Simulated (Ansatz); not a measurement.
Consider C4H6F2OS (SMILES CC(=O)[C@H](S)C(F)F).

Input

```
crystal:
  periodic: [false, false, false]
  atoms:
    - {symbol: C, position_ang: [-1.184219, -2.087119, 0.418031]}
    - {symbol: C, position_ang: [-0.087104, -1.624256, -0.488717]}
    - {symbol: C, position_ang: [0.169026, -0.111591, -0.530149]}
    - {symbol: C, position_ang: [1.344679, 0.222577, 0.378936]}
    - {symbol: F, position_ang: [1.104274, -0.279895, 1.619174]}
    - {symbol: F, position_ang: [1.480243, 1.551558, 0.500493]}
    - {symbol: O, position_ang: [0.601240, -2.371603, -1.138064]}
    - {symbol: S, position_ang: [0.460627, 0.461409, -2.225654]}
    - {symbol: H, position_ang: [-2.144852, -1.671718, 0.072881]}
    - {symbol: H, position_ang: [-1.006703, -1.696823, 1.431846]}
    - {symbol: H, position_ang: [-1.230912, -3.182660, 0.429466]}
    - {symbol: H, position_ang: [-0.700540, 0.440313, -0.141803]}
    - {symbol: H, position_ang: [1.124810, -0.666793, -2.570796]}
    - {symbol: H, position_ang: [2.288703, -0.209150, 0.004251]}
basis:
  gaussian:
    orbitals: def2-SVPD
hamiltonian:
  xc: pbe0
output: {forces: true, orbitals: {seedname: orbitals}}
```

Command:

```sh
ansatz run input.yaml --threads 4 --pin off --max-ram 7830MiB --events-out events.jsonl --progress --plain --runs-dir runs
```

Geometry: PBE0-D3(BJ)/def2-SVP.

These are results of isolated molecule in a Gaussian basis; Kohn-Sham density functional theory, functional PBE0 (Ansatz 0.2.0), not measurements.

Question: What will maps of the electron density and electron localisation function show?

Answer: C–F (1.36 Å): the density is about 2.2 e/Å³ at the midpoint, with its minimum of 1.7 e/Å³ about 0.5 Å from C; the ELF peaks at about 0.85 between the atoms; a polar covalent bond.
C–C (1.52 Å): ρ is about 1.7 e/Å³ halfway; the ELF peaks at about 0.95 between the atoms: a covalent bond.
C–S (1.81 Å): ρ is about 1.2 e/Å³ halfway; the ELF peaks at about 0.90 between the atoms; a shared electron pair.

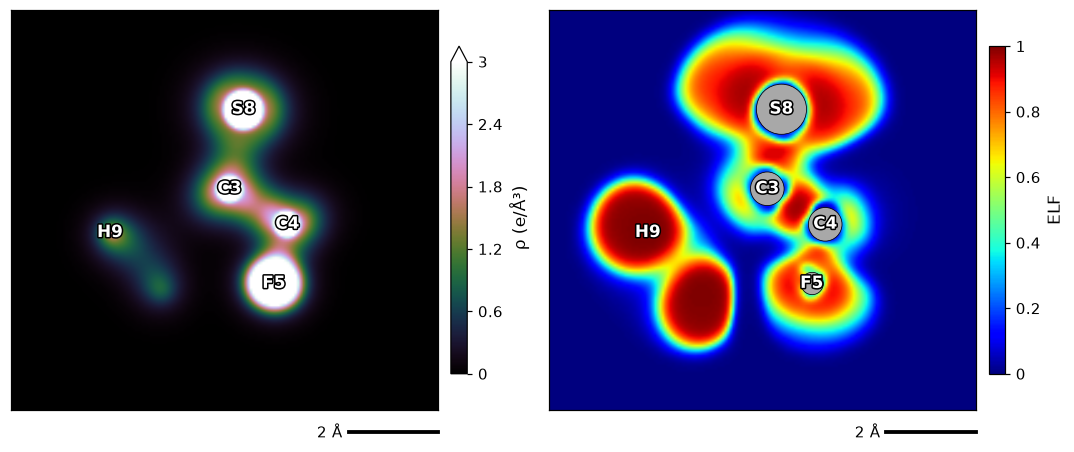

Computed electron density and electron localisation function on the plane of atoms C3, C4 and F5, in this order. Grey discs cover the atomic cores in the ELF map. 
